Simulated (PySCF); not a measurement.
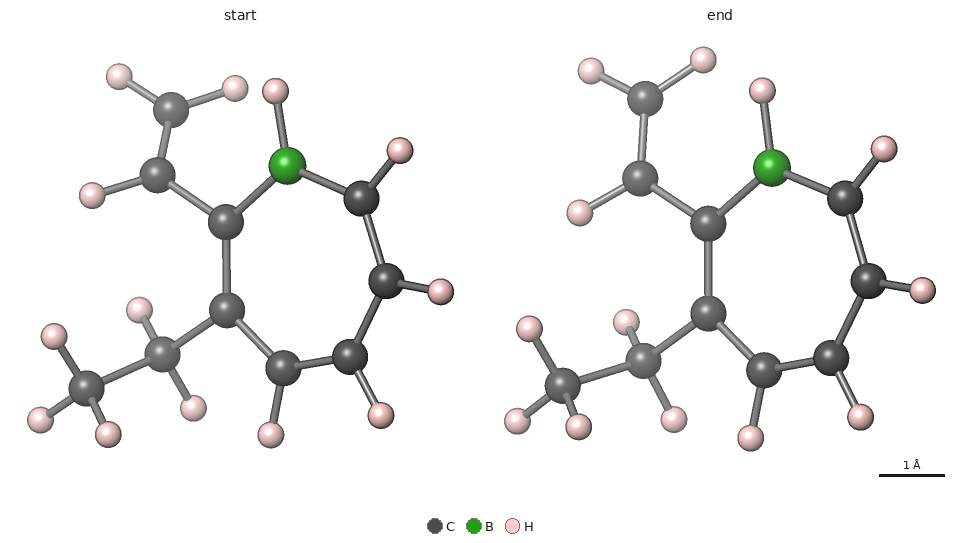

The structure of C$_{10}$H$_{13}$B before (left) and after (right) a relaxation, at one scale.

A ball-and-stick model, seen at a tilt.

The start comes from GFN2-xTB.

All numbers below come from PBE0-D3(BJ)/def2-SVP geometry optimisation, gas phase (PySCF 2.14.0, density-fitted response routines). 

### Summarise the run.

After 8 geometry steps the energy has fallen by 11.7 kJ/mol. The largest force component goes from 0.75 to 0.012 eV/Å. The largest move after the best rigid fit is that of an H atom, 0.71 Å. By element the largest moves are H 0.71 Å, C 0.27 Å, B 0.14 Å. Among the contacts that change: B–H 1.177 → 1.212 Å, C–C 1.379 → 1.399 Å, C–C 1.325 → 1.341 Å, C–H 1.077 → 1.093 Å. Among the angles between lasting bonds that change: C–C–H 119.3° → 116.6°. Groups turn about C–C by about 25°.
